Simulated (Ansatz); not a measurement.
# BH₄ (doublet): one geometry, many settings at distance H1–H2 along a hydrogen transfer = 0.693 Å

Aim: run BH₄ (doublet) at one geometry under a spread of methods and options, and see what each costs and gives.

The runs use Ansatz 0.2.0, Gaussian basis; the settings change from run to run.

5 further runs of the same task are left out: 1 for a mislabelled method, 4 that didn't finish.

### Step 1. The system

The geometry derives from fragments relaxed apart (PBE0/def2-TZVP) and kept rigid, so it is no stationary point. A hydrogen atom is moved between rigid fragments.

5 atoms, charge 0, spin multiplicity 2.

Atoms are counted from 1 here; the program's logs count them from 0.

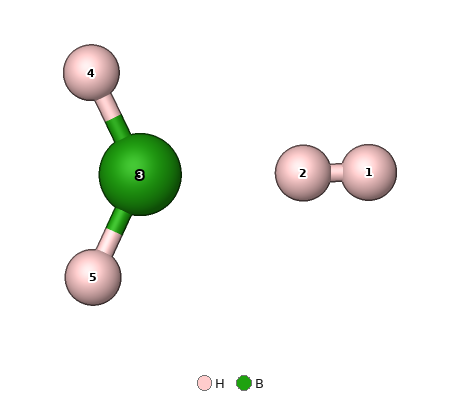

The geometry (hydrogen pink, boron green); atoms are numbered from 1 in the order of the file.

### Step 2. CASCI(3,9)/6-31G

in.yaml

```yaml
crystal:
  periodic: [false, false, false]
  atoms:
    - {symbol: H, position_ang: [-2.208390, 0.000000, 0.000000]}
    - {symbol: H, position_ang: [-1.515390, 0.000000, 0.000000]}
    - {symbol: B, position_ang: [0.212610, 0.000000, 0.000000]}
    - {symbol: H, position_ang: [0.721683, 0.000000, 1.077008]}
    - {symbol: H, position_ang: [0.721683, 0.000000, -1.077008]}
basis:
  gaussian: {orbitals: 6-31G, point_charges: [{charge: 0.50, position_ang: [3.677, -0.823, -0.858]}]}
magnetization: {spin_polarized: false, initial_magnetization: 1}
correlation: {active_space: {window: {electrons: 3, orbitals: 9}, fixed_orbitals: true, states: [{multiplicity: 2, weights: [0.5, 1]}]}}
```

Run with:

```bash
$ ansatz run in.yaml --threads 1 --pin off --events-out ev --progress --plain --max-ram 2393MiB
```

What it wrote:

```text
Functional definition: HF
  name "HF"
  cite "Fock, Z. Phys. 61, 126 (1930) doi:10.1007/BF01340294"
  parent pbe
  exchange = exact_x
  correlation = 0
383 factors; integrals over basis functions are off by at most 7.6e-8 eV
mean field evaluation 1: about -729.4963 eV, gradient 9.2e0 eV
mean field evaluation 2: about -729.4921 eV, gradient 9.2e0 eV
mean field evaluation 4: about -730.2201 eV, gradient 5.6e-1 eV
mean field evaluation 8: about -730.2245 eV, gradient 1.2e-3 eV
mean field evaluation 16: about -730.2229 eV, gradient 2.8e-1 eV
mean field -730.22451711 eV, -26.8352560397 hartree, gradient 3.6e-6 eV, S^2 0.750000; 4 other end points of the search recorded, 0 dependent functions left out
reference -730.22451711 eV, -26.8352560397 hartree; 5, 4 occupied and 12, 13 virtual orbitals, 383 factors
state -730.47052876 eV, -26.8442968012 hartree
state -729.74063381 eV, -26.8174736564 hartree
Total energy: -729.98393212 eV, -26.8264147047 hartree
```

It took 0.12 s on 1 thread of Arm Neoverse V2, shared host.

From the report: 324 determinants; active occupations (of the averaged states) 1.99, 0.67, 0.33, 0.01, 0.00, 0.00, 0.00, 0.00, 0.00.

### Step 3. CCSDT on ROHF/6-31G

in.yaml

```yaml
crystal:
  periodic: [false, false, false]
  atoms:
    - {symbol: H, position_ang: [-2.208390, 0.000000, 0.000000]}
    - {symbol: H, position_ang: [-1.515390, 0.000000, 0.000000]}
    - {symbol: B, position_ang: [0.212610, 0.000000, 0.000000]}
    - {symbol: H, position_ang: [0.721683, 0.000000, 1.077008]}
    - {symbol: H, position_ang: [0.721683, 0.000000, -1.077008]}
basis:
  gaussian: {orbitals: 6-31G}
magnetization: {spin_polarized: false, initial_magnetization: 1}
correlation: {method: ccsdt, electrons: outside_noble_gas, diis_vectors: 1}
scf: {lower_state_search: off}
```

Launched as before.

What it wrote (excerpt; [...] marks lines left out):

```text
Functional definition: HF
  name "HF"
  cite "Fock, Z. Phys. 61, 126 (1930) doi:10.1007/BF01340294"
  parent pbe
[...]
383 factors; integrals over basis functions are off by at most 7.6e-8 eV
[...]
mean field -730.19844240 eV, -26.8342978118 hartree, gradient 2.0e-6 eV, S^2 0.750000; 0 other end points of the search recorded, 0 dependent functions left out
1 core orbitals not correlated: weight in the atoms' cores, before any rotation towards them, 1.000 or more for the frozen orbitals, at most 0.000 for the correlated occupied ones
reference -730.19844240 eV, -26.8342978118 hartree; 4, 3 occupied and 12, 13 virtual orbitals, 383 factors
second order -1.59694512 eV of doubles, -0.03753494 eV of singles
cycle   1  -2.03562255 eV  change   -4.0e-1 eV  update   4.8e-2
[...]
cycle  18  -2.25315664 eV  change    2.8e-7 eV  update   2.2e-7
Total energy: -732.45159903 eV, -26.9170997909 hartree
Checks for a lower state left out: stability, starts, cluster_reference, orbital_swaps, neighbouring_geometries, increment
```

Run time: 0.63 s. Hardware: 1 thread of Arm Neoverse V2, shared host.

From the report: correlation -2.2532 eV; T1 0.016; largest double amplitude 0.05.

### Step 4. CCSD(T) on ROHF/6-31G

Edit in.yaml of step 3 so:

```diff
@@ -11,3 +11,2 @@
 magnetization: {spin_polarized: false, initial_magnetization: 1}
-correlation: {method: ccsdt, electrons: outside_noble_gas, diis_vectors: 1}
-scf: {lower_state_search: off}
+correlation: {method: ccsd_t, electrons: valence}
```

Launched as before.

What it wrote (excerpt; [...] marks lines left out):

```text
Functional definition: HF
  name "HF"
  cite "Fock, Z. Phys. 61, 126 (1930) doi:10.1007/BF01340294"
  parent pbe
[...]
254 factors; integrals over basis functions are off by at most 9.7e-4 eV
[...]
mean field -730.19846153 eV, -26.8342985148 hartree, gradient 2.0e-6 eV, S^2 0.750000; 6 other end points of the search recorded, 0 dependent functions left out
[...]
determinant -730.19846153 eV, -26.8342985148 hartree, with singles and doubles -732.42024094 eV, -26.9159474023 hartree
determinant -729.57958079 eV, -26.8115550672 hartree, with singles and doubles -731.96641695 eV, -26.8992696781 hartree
determinant -730.19846153 eV, -26.8342985148 hartree, with singles and doubles -732.42032898 eV, -26.9159506377 hartree
determinant -729.57958079 eV, -26.8115550672 hartree, with singles and doubles -731.96663607 eV, -26.8992777308 hartree
1 core orbitals not correlated: weight in the atoms' cores, before any rotation towards them, 1.000 or more for the frozen orbitals, at most 0.000 for the correlated occupied ones
reference -730.19846153 eV, -26.8342985148 hartree; 4, 3 occupied and 12, 13 virtual orbitals, 254 factors
second order -1.59690682 eV of doubles, -0.03753513 eV of singles
cycle   1  -2.22187026 eV  change   -2.8e-6 eV  update   2.1e-6
perturbative correction -0.02249137 eV, -0.0008265425 hartree
Total energy: -732.44282315 eV, -26.9167772832 hartree
```

Run time: 0.39 s. Hardware: 1 thread of Arm Neoverse V2, shared host.

From the report: correlation -2.2444 eV; T1 0.016; largest double amplitude 0.05.

### Step 5. NEVPT4(SD)(5,6)/6-31G*

Edit in.yaml of step 4 so:

```diff
@@ -9,4 +9,5 @@
 basis:
-  gaussian: {orbitals: 6-31G}
+  gaussian: {orbitals: "6-31G*"}
 magnetization: {spin_polarized: false, initial_magnetization: 1}
-correlation: {method: ccsd_t, electrons: valence}
+hamiltonian: {pseudopotentials: {relativity: none}}
+correlation: {method: fic_nevpt4_sd, electrons: outside_noble_gas, active_space: {window: {electrons: 5, orbitals: 6}}}
```

The command is unchanged.

What it wrote (excerpt; [...] marks lines left out):

```text
Functional definition: HF
  name "HF"
  cite "Fock, Z. Phys. 61, 126 (1930) doi:10.1007/BF01340294"
  parent pbe
[...]
267 factors; integrals over basis functions are off by at most 1.1e-3 eV
[...]
mean field -730.47172948 eV, -26.8443409268 hartree, gradient 4.8e-6 eV, S^2 0.750000; 6 other end points of the search recorded, 0 dependent functions left out
reference -730.47172948 eV, -26.8443409268 hartree; 5, 4 occupied and 18, 19 virtual orbitals, 267 factors
state -731.52236028 eV, -26.8829508965 hartree
state -731.52236028 eV, -26.8829508965 hartree; corrected -733.18962724 eV, -26.9442218273 hartree
state -731.50491418 eV, -26.8823097642 hartree
state -731.50491418 eV, -26.8823097642 hartree; corrected -733.18630982 eV, -26.9440999144 hartree
state -731.52236028 eV, -26.8829508965 hartree; corrected -733.18962724 eV, -26.9442218273 hartree
state -731.39832225 eV, -26.8783925831 hartree
state -731.39832225 eV, -26.8783925831 hartree; corrected -733.20108249 eV, -26.9446427999 hartree
state -731.39832225 eV, -26.8783925831 hartree; corrected -733.20108249 eV, -26.9446427999 hartree
the orbitals are reached from a further start. From the first start the search ends at -731.52236006 eV, -26.8829508886 hartree
WARN: the results are in doubt because another end's mean lies 0.124 eV lower, and its corrected mean 0.011 eV higher
Total energy: -733.20108249 eV, -26.9446427999 hartree
In doubt: another end's mean lies 0.124 eV lower, and its corrected mean 0.011 eV higher
```

Wall time 1.8 s (1 thread of Arm Neoverse V2, shared host).

From the report: 150 determinants; active occupations 1.98, 1.98, 1.00, 0.02, 0.01, 0.01. The program marks this result as in doubt; its last lines say why.

### Step 6. NEVPT4(SD)(5,6)/6-31G

Edit in.yaml of step 5 so:

```diff
@@ -9,5 +9,5 @@
 basis:
-  gaussian: {orbitals: "6-31G*"}
+  gaussian: {orbitals: 6-31G}
 magnetization: {spin_polarized: false, initial_magnetization: 1}
-hamiltonian: {pseudopotentials: {relativity: none}}
 correlation: {method: fic_nevpt4_sd, electrons: outside_noble_gas, active_space: {window: {electrons: 5, orbitals: 6}}}
+scf: {lower_state_search: full}
```

Launched as before.

What it wrote (excerpt; [...] marks lines left out):

```text
Functional definition: HF
  name "HF"
  cite "Fock, Z. Phys. 61, 126 (1930) doi:10.1007/BF01340294"
  parent pbe
[...]
254 factors; integrals over basis functions are off by at most 9.7e-4 eV
[...]
mean field -730.19846153 eV, -26.8342985148 hartree, gradient 2.0e-6 eV, S^2 0.750000; 9 other end points of the search recorded, 0 dependent functions left out
reference -730.19846153 eV, -26.8342985148 hartree; 5, 4 occupied and 12, 13 virtual orbitals, 254 factors
state -731.26007759 eV, -26.8733121857 hartree
state -731.26007759 eV, -26.8733121857 hartree; corrected -732.39159091 eV, -26.9148945330 hartree
state -731.20565522 eV, -26.8713122004 hartree
state -731.20565522 eV, -26.8713122004 hartree; corrected -732.38883359 eV, -26.9147932036 hartree
state -731.26007759 eV, -26.8733121857 hartree; corrected -732.39159091 eV, -26.9148945330 hartree
state -731.17502539 eV, -26.8701865749 hartree
state -731.17502539 eV, -26.8701865749 hartree; corrected -732.40218253 eV, -26.9152837680 hartree
state -731.17502539 eV, -26.8701865749 hartree; corrected -732.40218253 eV, -26.9152837680 hartree
the orbitals are reached from a further start. From the first start the search ends at -731.26007740 eV, -26.8733121785 hartree
WARN: the results are in doubt because another end's mean lies 0.085 eV lower, and its corrected mean 0.011 eV higher
Total energy: -732.40218253 eV, -26.9152837680 hartree
In doubt: another end's mean lies 0.085 eV lower, and its corrected mean 0.011 eV higher
```

It took 1.4 s on 1 thread of Arm Neoverse V2, shared host.

From the report: 76 determinants; active occupations 1.98, 1.97, 1.00, 0.02, 0.02, 0.01. Mind the lines of doubt at the end of the log.

### Step 7. CCSDT(Q) on ROHF/6-31G

Edit in.yaml of step 6 so:

```diff
@@ -11,3 +11,3 @@
 magnetization: {spin_polarized: false, initial_magnetization: 1}
-correlation: {method: fic_nevpt4_sd, electrons: outside_noble_gas, active_space: {window: {electrons: 5, orbitals: 6}}}
-scf: {lower_state_search: full}
+correlation: {method: ccsdt_q, electrons: outside_noble_gas}
+scf: {omitted_lower_state_checks: [cluster_reference]}
```

Launched as before.

What it wrote (excerpt; [...] marks lines left out):

```text
Functional definition: HF
  name "HF"
  cite "Fock, Z. Phys. 61, 126 (1930) doi:10.1007/BF01340294"
  parent pbe
[...]
383 factors; integrals over basis functions are off by at most 7.6e-8 eV
[...]
mean field -730.19844240 eV, -26.8342978118 hartree, gradient 2.0e-6 eV, S^2 0.750000; 6 other end points of the search recorded, 0 dependent functions left out
1 core orbitals not correlated: weight in the atoms' cores, before any rotation towards them, 1.000 or more for the frozen orbitals, at most 0.000 for the correlated occupied ones
reference -730.19844240 eV, -26.8342978118 hartree; 4, 3 occupied and 12, 13 virtual orbitals, 383 factors
second order -1.59694512 eV of doubles, -0.03753494 eV of singles
cycle   1  -2.03562255 eV  change   -4.0e-1 eV  update   4.8e-2
[...]
cycle  12  -2.25315696 eV  change   -9.2e-8 eV  update   6.4e-7
perturbative correction -0.00047140 eV, -0.0000173237 hartree
Total energy: -732.45207076 eV, -26.9171171265 hartree
Checks for a lower state left out: cluster_reference
```

Run time: 1.7 s. Hardware: 1 thread of Arm Neoverse V2, shared host.

From the report: correlation -2.2536 eV; T1 0.016; largest double amplitude 0.05.

### Step 8. CCSD(T) on UHF/aug-cc-pVDZ

Edit in.yaml of step 7 so:

```diff
@@ -9,5 +9,4 @@
 basis:
-  gaussian: {orbitals: 6-31G}
-magnetization: {spin_polarized: false, initial_magnetization: 1}
-correlation: {method: ccsdt_q, electrons: outside_noble_gas}
-scf: {omitted_lower_state_checks: [cluster_reference]}
+  gaussian: {orbitals: aug-cc-pVDZ}
+magnetization: {spin_polarized: true, initial_magnetization: 1}
+correlation: {method: ccsd_t, electrons: outside_noble_gas}
```

The command is unchanged.

What it wrote (excerpt; [...] marks lines left out):

```text
Functional definition: HF
  name "HF"
  cite "Fock, Z. Phys. 61, 126 (1930) doi:10.1007/BF01340294"
  parent pbe
[...]
562 factors; integrals over basis functions are off by at most 7.3e-4 eV
[...]
mean field -730.65690021 eV, -26.8511458258 hartree, gradient 2.3e-6 eV, S^2 0.761315; 7 other end points of the search recorded, 0 dependent functions left out
determinant -730.65690021 eV, -26.8511458258 hartree, with singles and doubles -734.24464733 eV, -26.9829931005 hartree
determinant -730.07187560 eV, -26.8296465679 hartree, with singles and doubles -733.77313211 eV, -26.9656652358 hartree
determinant -730.65690021 eV, -26.8511458258 hartree, with singles and doubles -734.21608505 eV, -26.9819434561 hartree
determinant -730.07187560 eV, -26.8296465679 hartree, with singles and doubles -733.73995160 eV, -26.9644458746 hartree
1 core orbitals not correlated: weight in the atoms' cores, before any rotation towards them, 1.000 or more for the frozen orbitals, at most 0.000 for the correlated occupied ones
reference -730.65690021 eV, -26.8511458258 hartree; 4, 3 occupied and 54, 55 virtual orbitals, 562 factors
second order -2.77572298 eV of doubles, -0.00000000 eV of singles
cycle   1  -3.55918466 eV  change    1.8e-7 eV  update   2.8e-6
perturbative correction -0.05350720 eV, -0.0019663533 hartree
Total energy: -734.26959207 eV, -26.9839098029 hartree
```

It took 3.9 s on 1 thread of Arm Neoverse V2, shared host.

From the report: ⟨S²⟩ of the determinant 0.761 (pure doublet: 0.75); correlation -3.6127 eV; T1 0.011; largest double amplitude 0.03.

### Step 9. CCSDT(Q) on UHF/def2-mTZVP

Edit in.yaml of step 8 so:

```diff
@@ -9,4 +9,5 @@
 basis:
-  gaussian: {orbitals: aug-cc-pVDZ}
+  gaussian: {orbitals: def2-mTZVP}
 magnetization: {spin_polarized: true, initial_magnetization: 1}
-correlation: {method: ccsd_t, electrons: outside_noble_gas}
+correlation: {method: ccsdt_q, electrons: outside_noble_gas}
+output: {forces: true}
```

Launched as before.

What it wrote (excerpt; [...] marks lines left out):

```text
Functional definition: HF
  name "HF"
  cite "Fock, Z. Phys. 61, 126 (1930) doi:10.1007/BF01340294"
  parent pbe
[...]
541 factors; integrals over basis functions are off by at most 1.8e-7 eV
[...]
mean field -730.74664664 eV, -26.8544439462 hartree, gradient 2.2e-6 eV, S^2 0.761424; 6 other end points of the search recorded, 0 dependent functions left out
determinant -730.74664664 eV, -26.8544439462 hartree, with singles and doubles -733.44333500 eV, -26.9535454156 hartree
determinant -730.17649283 eV, -26.8334911802 hartree, with singles and doubles -733.04741460 eV, -26.9389956090 hartree
determinant -730.74664664 eV, -26.8544439462 hartree, with singles and doubles -733.44461986 eV, -26.9535926332 hartree
determinant -730.17649283 eV, -26.8334911802 hartree, with singles and doubles -733.04064350 eV, -26.9387467759 hartree
[...]
reference -730.74664664 eV, -26.8544439462 hartree; 4, 3 occupied and 26, 27 virtual orbitals, 541 factors
second order -2.07279558 eV of doubles, -0.00000000 eV of singles
cycle   1  -2.49639203 eV  change   -4.2e-1 eV  update   5.1e-2
[...]
cycle  14  -2.75336467 eV  change    6.1e-7 eV  update   2.0e-7
perturbative correction -0.00032819 eV, -0.0000120608 hartree
[...]
Total energy: -733.50033950 eV, -26.9556402924 hartree
Atom 0 at    -2.208390     0.000000     0.000000 Å, force    -3.850700     0.000000     0.000000 eV/Å
Atom 1 at    -1.515390     0.000000     0.000000 Å, force     2.470141    -0.000000    -0.000000 eV/Å
Atom 2 at     0.212610     0.000000     0.000000 Å, force     1.199933    -0.000000     0.000000 eV/Å
Atom 3 at     0.721683     0.000000     1.077008 Å, force     0.090313     0.000000    -0.121592 eV/Å
Atom 4 at     0.721683     0.000000    -1.077008 Å, force     0.090313     0.000000     0.121592 eV/Å
Dipole moment:     0.089607     0.000000    -0.000000 e Å
```

Run time: 22 s. Hardware: 1 thread of Arm Neoverse V2, shared host; peak memory 0.49 GiB.

From the report: ⟨S²⟩ of the determinant 0.761 (pure doublet: 0.75); correlation -2.7537 eV; T1 0.012; largest double amplitude 0.04.

### Step 10. All runs side by side

Where basis and cores are those of an earlier FCI/6-31G run (-732.4522 eV), and the state is the same kind, the miss against it is given. † marks a result that the program doubts.

```tsv
level	correlated	functions	energy (eV)	from FCI (meV)	time
CASCI(3,9)/6-31G (mean of several states, beside a point charge)		17	-729.9839		0.12 s
CCSDT on ROHF/6-31G	outside noble gas	17	-732.4516	0.6	0.63 s
CCSD(T) on ROHF/6-31G	valence	17	-732.4428	9.4	0.39 s
NEVPT4(SD)(5,6)/6-31G* †	outside noble gas	23	-733.2011		1.8 s
NEVPT4(SD)(5,6)/6-31G †	outside noble gas	17	-732.4022	50.0	1.4 s
CCSDT(Q) on ROHF/6-31G	outside noble gas	17	-732.4521	0.1	1.7 s
CCSD(T) on UHF/aug-cc-pVDZ	outside noble gas	59	-734.2696		3.9 s
CCSDT(Q) on UHF/def2-mTZVP	outside noble gas	31	-733.5003		22 s
```

### Step 11. What came out

| quantity | value |
| --- | --- |
| runs | 8 |
| quickest | CASCI(3,9)/6-31G (mean of several states, beside a point charge), 0.12 s |
| slowest | CCSDT(Q) on UHF/def2-mTZVP, 22 s |

What this shows: Total energies in different bases, with other cores or another treatment of relativity can't be set against each other. CCSDT(Q) on UHF/def2-mTZVP took 179 times as long as CASCI(3,9)/6-31G (mean of several states, beside a point charge); the jobs differ in more than the method. Among the correlated runs with a miss given, it spans +0 to +50 meV.
